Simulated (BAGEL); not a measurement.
**C2H4F2O (SMILES COC(F)F): B3LYP/cc-pVDZ (density fitting with qzvpp-jkfit)**

Aim: the energy change on altering one bond length of C2H4F2O at B3LYP/cc-pVDZ (density fitting with qzvpp-jkfit), from 2 runs. 

The calculation is run with BAGEL 1.2.2.

## Step 1: The molecule

The species is C2H4F2O (9 atoms), meant as a singlet with charge 0. As SMILES, `COC(F)F`. The shape is that of a PBE0-D4/def2-TZVP optimisation. This is one conformer, not always the lowest.

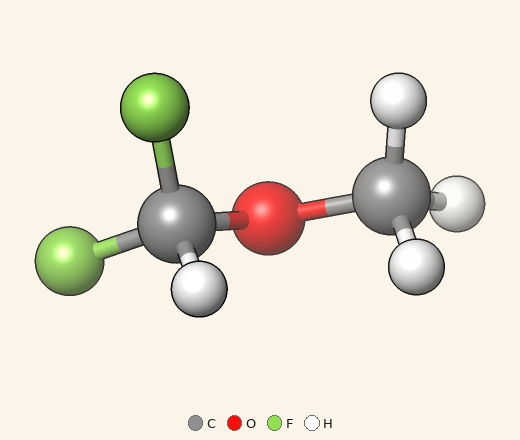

Viewed from a chosen angle; carbon grey, oxygen red, fluorine green, hydrogen white.

## Step 2: A single-point energy at B3LYP/cc-pVDZ (density fitting with qzvpp-jkfit)

File input.json:

```json
{ "bagel": [

{
  "title": "molecule",
  "basis": "cc-pvdz.json",
  "df_basis": "qzvpp-jkfit",
  "angstrom": "true",
  "geometry": [
    { "atom": "C", "xyz": [      -0.560000,      -0.363900,      -0.987900 ] },
    { "atom": "O", "xyz": [       0.678700,       0.036200,      -0.429000 ] },
    { "atom": "C", "xyz": [       0.604600,       0.382100,       0.873300 ] },
    { "atom": "F", "xyz": [       0.382200,      -0.706300,       1.658700 ] },
    { "atom": "F", "xyz": [       1.789300,       0.891600,       1.222900 ] },
    { "atom": "H", "xyz": [      -1.321600,       0.411900,      -0.848400 ] },
    { "atom": "H", "xyz": [      -0.385900,      -0.506900,      -2.051900 ] },
    { "atom": "H", "xyz": [      -0.908700,      -1.300000,      -0.545200 ] },
    { "atom": "H", "xyz": [      -0.190200,       1.108900,       1.090500 ] }
  ]
},

{ "title": "ks", "xc_func": "b3lyp" },

{ "title": "print", "file": "orbitals.molden", "orbitals": "true" }

]}
```

The basis set cc-pVDZ is read from a file made from the Basis Set Exchange's data (not shown).

Launch:

```sh
$ BAGEL_NUM_THREADS=1 BAGEL input.json > input.out
```

Output:

```text
* using 1 threads per process

  ===============================================================
  ===============================================================

  *** Geometry ***

  { "atom" : "C", "xyz" : [     -1.058247,     -0.687671,     -1.866860 ] },
  { "atom" : "O", "xyz" : [      1.282557,      0.068408,     -0.810693 ] },
  { "atom" : "C", "xyz" : [      1.142528,      0.722064,      1.650298 ] },
  { "atom" : "F", "xyz" : [      0.722253,     -1.334714,      3.134489 ] },
  { "atom" : "F", "xyz" : [      3.381287,      1.684880,      2.310946 ] },
  { "atom" : "H", "xyz" : [     -2.497462,      0.778378,     -1.603244 ] },
  { "atom" : "H", "xyz" : [     -0.729245,     -0.957902,     -3.877529 ] },
  { "atom" : "H", "xyz" : [     -1.717194,     -2.456644,     -1.030279 ] },
  { "atom" : "H", "xyz" : [     -0.359426,      2.095517,      2.060746 ] },

  Number of auxiliary basis functions:      453

  Since a DF basis is specified, we compute 2- and 3-index integrals:
    o Being stored without compression. Storage requirement is 0.029 GB

  Number of basis functions:       90
  Number of electrons      :       42

    * METHOD: MOLECULE                             0.19

  *** Kohn-Sham DFT ***

    * Removing 17194 points whose weight is below 1.00e-10
    * Grid points: 116960

  === Nuclear Repulsion ===
   198.9479422705

       - DIIS with orbital gradients will be used.

  === KS iteration (b3lyp / cc-pvdz.json) ===
      0       -310.28359062          0.11115977           0.34
      1       -202.19146251          0.19454961           0.32
      2       -243.78260987          0.21774680           0.32
      3       -330.43695703          0.09727599           0.32
      4       -348.45910379          0.08550779           0.33
      5       -331.53457482          0.13913612           0.32
      6       -353.25200763          0.02221832           0.32
      7       -353.19487944          0.02166745           0.32
      8       -353.42459682          0.01310798           0.33
      9       -353.51489089          0.00509560           0.33
     10       -353.53165662          0.00135940           0.32
     11       -353.53325165          0.00039489           0.33
     12       -353.53338678          0.00010798           0.33
     13       -353.53339540          0.00001736           0.33
     14       -353.53339559          0.00000339           0.34
     15       -353.53339560          0.00000213           0.34
     16       -353.53339560          0.00000067           0.34
     17       -353.53339560          0.00000021           0.34
     18       -353.53339560          0.00000010           0.34
     19       -353.53339560          0.00000002           0.34
     20       -353.53339560          0.00000001           0.34
    * SCF iteration converged.

    * Permanent dipole moment:
           (    0.920824,    -0.138146,     0.484189) a.u.

    * METHOD: KS                                   7.53

    * METHOD: PRINT                                0.02

  ===============================================================
```

Wall time 8.1 s (1 thread of Arm Neoverse V2, shared host); peak memory 0.48 GiB.

## Step 3: The distorted shape, same level

File job.json:

```json
{ "bagel" : [

{
  "title" : "molecule",
  "basis" : "cc-pvdz.json",
  "df_basis" : "qzvpp-jkfit",
  "angstrom" : true,
  "geometry" : [
    { "atom" : "C", "xyz" : [   -0.448805,    0.180274,   -1.380581 ] },
    { "atom" : "O", "xyz" : [    0.789895,    0.580374,   -0.821681 ] },
    { "atom" : "C", "xyz" : [    0.715795,    0.926274,    0.480619 ] },
    { "atom" : "F", "xyz" : [    0.382200,   -0.706300,    1.658700 ] },
    { "atom" : "F", "xyz" : [    1.900495,    1.435774,    0.830219 ] },
    { "atom" : "H", "xyz" : [   -1.210405,    0.956074,   -1.241081 ] },
    { "atom" : "H", "xyz" : [   -0.274705,    0.037274,   -2.444581 ] },
    { "atom" : "H", "xyz" : [   -0.797505,   -0.755826,   -0.937881 ] },
    { "atom" : "H", "xyz" : [   -0.079005,    1.653074,    0.697819 ] }
  ]
},
{ "title" : "ks", "xc_func" : "b3lyp" },
{ "title" : "print", "file" : "orbitals.molden", "orbitals" : true }

]}
```

The basis set cc-pVDZ is read from a file made from the Basis Set Exchange's data (not shown).

Launch:

```sh
$ BAGEL_NUM_THREADS=1 BAGEL job.json > job.out
```

Output:

```text
* using 1 threads per process

  ===============================================================
  ===============================================================

  *** Geometry ***

  { "atom" : "C", "xyz" : [     -0.848119,      0.340668,     -2.608920 ] },
  { "atom" : "O", "xyz" : [      1.492685,      1.096748,     -1.552752 ] },
  { "atom" : "C", "xyz" : [      1.352657,      1.750404,      0.908238 ] },
  { "atom" : "F", "xyz" : [      0.722253,     -1.334714,      3.134489 ] },
  { "atom" : "F", "xyz" : [      3.591415,      2.713220,      1.568887 ] },
  { "atom" : "H", "xyz" : [     -2.287334,      1.806718,     -2.345303 ] },
  { "atom" : "H", "xyz" : [     -0.519117,      0.070438,     -4.619589 ] },
  { "atom" : "H", "xyz" : [     -1.507066,     -1.428304,     -1.772338 ] },
  { "atom" : "H", "xyz" : [     -0.149298,      3.123857,      1.318687 ] },

  Number of auxiliary basis functions:      453

  Since a DF basis is specified, we compute 2- and 3-index integrals:
    o Being stored without compression. Storage requirement is 0.029 GB

  Number of basis functions:       90
  Number of electrons      :       42

    * METHOD: MOLECULE                             0.19

  *** Kohn-Sham DFT ***

    * Removing 16237 points whose weight is below 1.00e-10
    * Grid points: 117917

  === Nuclear Repulsion ===
   181.8557783687

       - DIIS with orbital gradients will be used.

  === KS iteration (b3lyp / cc-pvdz.json) ===
      0       -312.23041200          0.10335266           0.38
      1       -207.99092391          0.18830527           0.35
      2       -243.76723615          0.21575389           0.37
      3       -331.43114547          0.09371237           0.35
      4       -348.56166703          0.08240262           0.36
      5       -331.50822048          0.11207552           0.34
      6       -352.97048999          0.02255089           0.35
      7       -347.86956615          0.07198040           0.33
      8       -353.24443781          0.01515164           0.32
      9       -353.42424486          0.00486166           0.35
     10       -353.43906875          0.00299698           0.33
     11       -353.44472077          0.00106068           0.34
     12       -353.44557014          0.00063219           0.33
     13       -353.44589250          0.00010741           0.35
     14       -353.44589893          0.00005191           0.36
     15       -353.44590100          0.00001663           0.34
     16       -353.44590116          0.00000999           0.33
     17       -353.44590121          0.00000483           0.33
     18       -353.44590123          0.00000089           0.37
     19       -353.44590123          0.00000083           0.33
     20       -353.44590123          0.00000018           0.33
     21       -353.44590123          0.00000016           0.33
     22       -353.44590123          0.00000003           0.35
     23       -353.44590123          0.00000002           0.38
     24       -353.44590123          0.00000001           0.36
     25       -353.44590123          0.00000000           0.36
    * SCF iteration converged.

    * Permanent dipole moment:
           (    0.805229,    -0.980956,     1.348650) a.u.

    * METHOD: KS                                   9.65

    * METHOD: PRINT                                0.02

  ===============================================================
```

It took 10 s on 1 thread of Arm Neoverse V2, shared host; peak memory 0.49 GiB.

## Step 4: Summary of results

At B3LYP/cc-pVDZ (density fitting with qzvpp-jkfit):

```
                                                         quantity          value
                                        first shape: total energy  -353.53340 Eh
                                       first shape: dipole moment         2.67 D
                                         first shape: HOMO energy       -8.34 eV
                                         first shape: LUMO energy        1.58 eV
                                       first shape: HOMO–LUMO gap        9.93 eV
                                    distorted shape: total energy  -353.44590 Eh
                                   distorted shape: dipole moment         4.71 D
                                     distorted shape: HOMO energy       -7.95 eV
                                     distorted shape: LUMO energy       -2.26 eV
                                   distorted shape: HOMO–LUMO gap        5.70 eV
energy change with the C3–F4 bond stretched from 1.360 to 2.041 Å       2.381 eV
```

With the C3–F4 bond stretched from 1.360 to 2.041 Å the energy rises by 2.38 eV (55 kcal/mol). The first shape isn't relaxed at this level, so the change isn't measured from a minimum.
